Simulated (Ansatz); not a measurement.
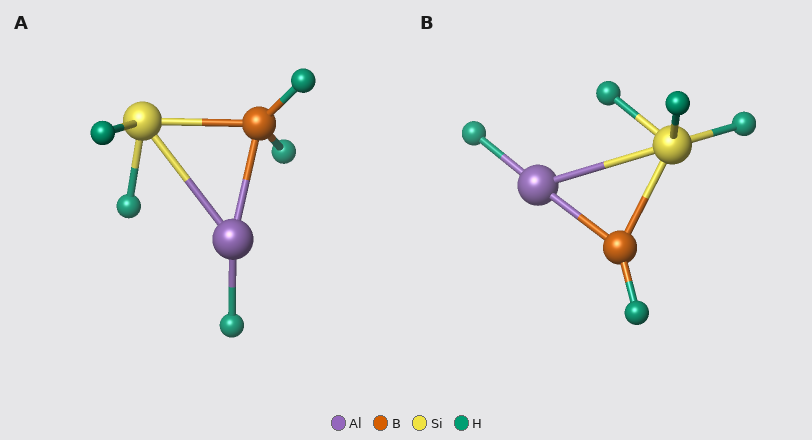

2 stationary structures of one formula. State: neutral, doublet. Geometries: PBE-D4/def2-SVP. Electronic energies: PBE-D4/def2-SVP (Ansatz 0.2.0), without zero-point energy. No frequency run is at hand to confirm each as a minimum. Each is one conformer, not always the lowest.

> Which structure is the most stable?

A is lowest (C1); B lies 4.6 kcal/mol above it (Cs).
